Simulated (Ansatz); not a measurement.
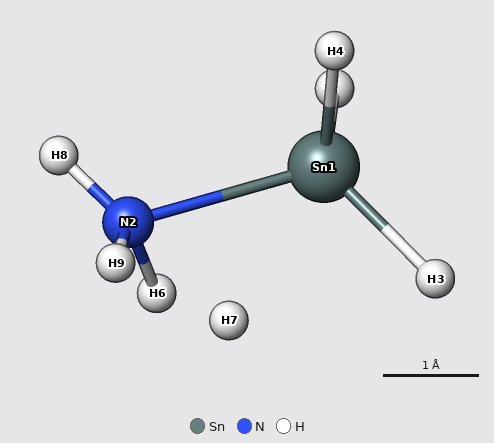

**Figure 1.** The input geometry (ball-and-stick view, seen at a tilt; atoms are numbered from 1 in the order of the input). Sticks mark near contacts. Bond lengths as drawn: H–N 1.02 to 1.26 Å, H–Sn 1.71 to 1.74 Å and N–Sn 2.21 Å.

## SnNH₇: saddle-point search

System: SnNH₇.
Method: RKS PBE0-D4/def2-TZVP (Ansatz 0.2.0).

The geometry is a guess of a transition state. The reaction was set up to form Sn1–H7 and N2–H6 and to break Sn1–N2 and H6–H7 (atoms counted from 1 in the order of the input); sticks are drawn by distance alone. Figures and captions count atoms from 1; the log counts them from 0 in places.

## The program's output
```
Functional definition: PBE0
  name "PBE0"
  cite "Adamo & Barone, J. Chem. Phys. 110, 6158 (1999) doi:10.1063/1.478522"
  cite "Perdew, Burke & Ernzerhof, Phys. Rev. Lett. 77, 3865 (1996) doi:10.1103/PhysRevLett.77.3865"
  parent pbe
  parameter a = 0.25
  parameter kappa = 0.804
  parameter beta = 0.06672455060314922
  exchange = (1 - a)*pbe_x(kappa = kappa, mu = beta*pi^2/3) + a*exact_x
  correlation = pbe_c(beta = beta)
924 factors; their error is unknown
mean field evaluation 1: about -7425.9829 eV, gradient 5.5e1 eV
mean field evaluation 2: about -7414.4932 eV, gradient 8.5e1 eV
mean field evaluation 4: about -7431.6705 eV, gradient 2.2e0 eV
mean field evaluation 8: about -7431.7499 eV, gradient 4.9e-2 eV
mean field -7431.74985829 eV, -273.1117698713 hartree, gradient 3.5e-5 eV, S^2 0.000000; 0 other end points of the search recorded, 0 dependent functions left out
the calculation of the forces begins
reference -7431.74989560 eV, -273.1117712424 hartree; 18, 18 occupied and 105, 105 virtual orbitals, 924 factors
these checks for a lower state are left out or cut short: stability, starts, cluster_reference, orbital_swaps, neighbouring_geometries, increment
924 factors; their error is unknown
mean field evaluation 16: about -7431.6784 eV, gradient 6.8e-1 eV
mean field -7431.74940659 eV, -273.1117532713 hartree, gradient 1.2e-6 eV, S^2 0.000000; 0 other end points of the search recorded, 0 dependent functions left out
[... from here on the field's lines of each further geometry are left out, up to the last ...]
saddle step   1: F+E_penalty+E_count = -7431.87245861 eV  max|allowed force component| = 2.980e-1 eV/Å  curvature = -10.7510 eV/Å²  mode residual = 6.38e-1 eV/Å²  Δτ_max = 0.0000 Å  (1 rotations, 3 force calls, 64 SCF iters)  cluster: 3 rotations left out, max|force component along them| = 3.074e-8 eV/Å
saddle step   2: F+E_penalty+E_count = -7431.87673509 eV  max|allowed force component| = 1.211e-1 eV/Å  curvature = -10.3356 eV/Å²  mode residual = 2.57e-1 eV/Å²  Δτ_max = 0.0152 Å  (1 rotations, 3 force calls, 69 SCF iters)  cluster: 3 rotations left out, max|force component along them| = 2.392e-8 eV/Å
saddle step   3: F+E_penalty+E_count = -7431.87836369 eV  max|allowed force component| = 1.572e-1 eV/Å  curvature = -10.3871 eV/Å²  mode residual = 4.81e-1 eV/Å²  Δτ_max = 0.0161 Å  (1 rotations, 3 force calls, 69 SCF iters)  cluster: 3 rotations left out, max|force component along them| = 2.768e-8 eV/Å
saddle step   4: F+E_penalty+E_count = -7431.87875873 eV  max|allowed force component| = 1.183e-1 eV/Å  curvature = -10.3071 eV/Å²  mode residual = 1.25e-1 eV/Å²  Δτ_max = 0.0049 Å  (1 rotations, 3 force calls, 69 SCF iters)  cluster: 3 rotations left out, max|force component along them| = 3.266e-8 eV/Å
saddle step   5: F+E_penalty+E_count = -7431.87923417 eV  max|allowed force component| = 6.170e-2 eV/Å  curvature = -10.1905 eV/Å²  mode residual = 1.28e-1 eV/Å²  Δτ_max = 0.0037 Å  (1 rotations, 3 force calls, 71 SCF iters)  cluster: 3 rotations left out, max|force component along them| = 3.269e-8 eV/Å
saddle step   6: F+E_penalty+E_count = -7431.87944807 eV  max|allowed force component| = 2.464e-2 eV/Å  curvature = -10.1689 eV/Å²  mode residual = 1.02e-1 eV/Å²  Δτ_max = 0.0026 Å  (1 rotations, 3 force calls, 71 SCF iters)  cluster: 3 rotations left out, max|force component along them| = 3.197e-8 eV/Å
saddle step   7: F+E_penalty+E_count = -7431.87952350 eV  max|allowed force component| = 9.283e-3 eV/Å  curvature = -10.2342 eV/Å²  mode residual = 9.46e-2 eV/Å²  Δτ_max = 0.0033 Å  (1 rotations, 10 force calls, 217 SCF iters)  cluster: 3 rotations left out, max|force component along them| = 3.177e-8 eV/Å
the calculation of the forces begins
reference -7431.75681662 eV, -273.1120255850 hartree; 18, 18 occupied and 105, 105 virtual orbitals, 924 factors
924 factors; their error is unknown
mean field -7431.75671737 eV, -273.1120219378 hartree, gradient 2.2e-5 eV, S^2 0.000000; 1 other end points of the search recorded, 0 dependent functions left out
the calculation of the forces begins
reference -7431.75675481 eV, -273.1120233136 hartree; 18, 18 occupied and 105, 105 virtual orbitals, 924 factors
saddle step   8: F+E_penalty+E_count = -7431.87953743 eV  max|allowed force component| = 2.277e-4 eV/Å  curvature = -10.3139 eV/Å² (error put at 0.0094; -10.3232 at half of saddle.amplitude)  mode residual = 8.09e-2 eV/Å²  Δτ_max = 0.0014 Å  (1 rotations, 8 force calls, 174 SCF iters)  cluster: 3 rotations left out, max|force component along them| = 3.144e-8 eV/Å
```

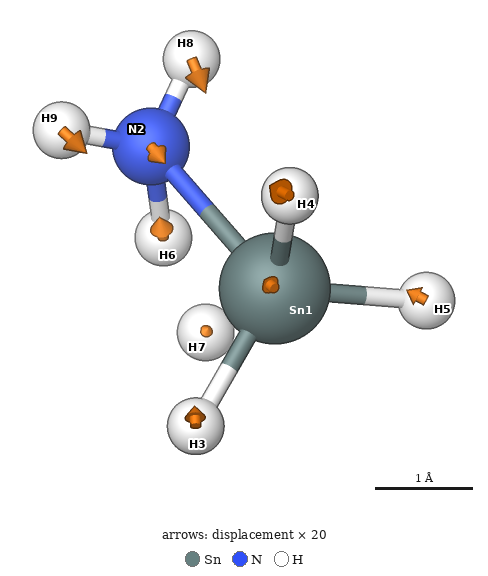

**Figure 2.** The starting structure with the displacements as orange arrows, magnified 20 times (ball-and-stick view, seen at a tilt). The two geometries are laid on each other by the best rigid fit. The largest moves after the best rigid fit, 0.020 Å, are those of H4 and H8. Largest moves by element: H 0.020 Å, N 0.014 Å, Sn 0.011 Å. Distances before and after: Sn1–N2 2.207 → 2.183 Å, N2–H6 1.259 → 1.241 Å, Sn1–H3 1.707 → 1.700 Å, N2–H8 1.023 → 1.016 Å. (Atoms are counted from 1 in the order of the input.)

```
Total energy: -7431.87957486 eV, -273.1165368674 hartree
Atom 0 at    -0.818035     0.310672    -0.501112 Å, force    -0.000222     0.000156    -0.000159 eV/Å
Atom 1 at     0.974225     0.029978     0.713071 Å, force     0.000121    -0.000079     0.000118 eV/Å
Atom 2 at    -0.535058     0.232029    -2.175633 Å, force    -0.000038    -0.000038    -0.000228 eV/Å
Atom 3 at    -0.959622     1.996732    -0.112984 Å, force    -0.000015    -0.000021    -0.000092 eV/Å
Atom 4 at    -2.205478    -0.439577     0.133253 Å, force    -0.000149    -0.000060     0.000155 eV/Å
Atom 5 at     0.756871    -1.092405     0.230205 Å, force     0.000018     0.000021    -0.000030 eV/Å
Atom 6 at     0.104437    -1.703331    -0.419058 Å, force     0.000052     0.000106     0.000038 eV/Å
Atom 7 at     0.870817     0.144113     1.717424 Å, force     0.000011    -0.000142     0.000106 eV/Å
Atom 8 at     1.811943     0.521690     0.414931 Å, force     0.000222     0.000055     0.000093 eV/Å
Dipole moment:     0.242101     0.347672     0.275900 e Å
```

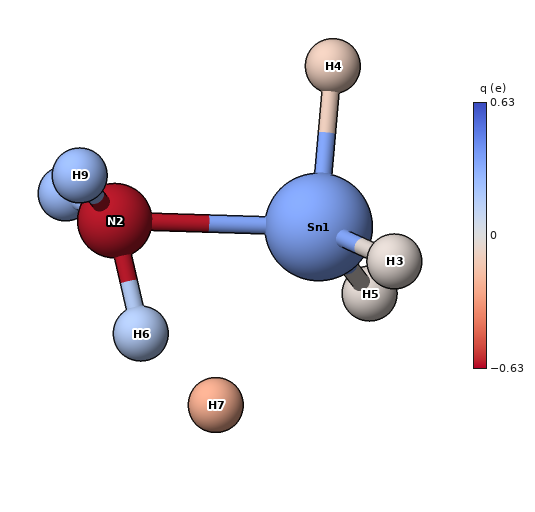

**Figure 3.** Mulliken charges, as the colour of each atom (ball-and-stick view, seen on its broad side; atoms are numbered from 1 in the order of the input). By element: Sn +0.34, N −0.60 and H −0.24 to +0.25 e.

This output came from the following input.

## Input file
```yaml
crystal:
  periodic: [false, false, false]
  atoms:
    - {symbol: Sn, position_ang: [-0.826266, 0.315409, -0.505980]}
    - {symbol: N, position_ang: [0.985374, 0.027325, 0.721114]}
    - {symbol: H, position_ang: [-0.539871, 0.233669, -2.187212]}
    - {symbol: H, position_ang: [-0.974282, 2.008134, -0.119558]}
    - {symbol: H, position_ang: [-2.217140, -0.442236, 0.131736]}
    - {symbol: H, position_ang: [0.753870, -1.106720, 0.225118]}
    - {symbol: H, position_ang: [0.105856, -1.707829, -0.419977]}
    - {symbol: H, position_ang: [0.883722, 0.148049, 1.732264]}
    - {symbol: H, position_ang: [1.828837, 0.524100, 0.422593]}
basis:
  gaussian: {orbitals: def2-TZVP}
hamiltonian: {xc: pbe0, dispersion: d4}
saddle:
  f_tol: 0.01
  max_steps: 50
  order_check: false
  mode_guess:
    - [-0.1116, -0.2534, -0.1503]
    - [0.0573, -0.1484, -0.0056]
    - [-0.0410, 0.0503, -0.1083]
    - [0.0765, -0.1314, 0.0153]
    - [-0.1374, 0.0200, 0.0052]
    - [0.3838, 0.5678, 0.4384]
    - [-0.2872, 0.1216, -0.1724]
    - [0.0264, -0.1187, -0.0052]
    - [0.0333, -0.1079, -0.0171]
```

## Summary

```tsv
quantity	value
outcome	converged
total energy	−7431.8796 eV
mean-field energy	−7431.7568 eV
dispersion energy	−0.1228 eV
largest force (length of the vector) at the end	under 0.001 eV/Å
dipole moment	2.43 D
hardware	2 CPU threads, shared host
wall time	51 s (CPU time 94 s)
peak memory	0.25 GiB
```

The order of the saddle point was not checked.
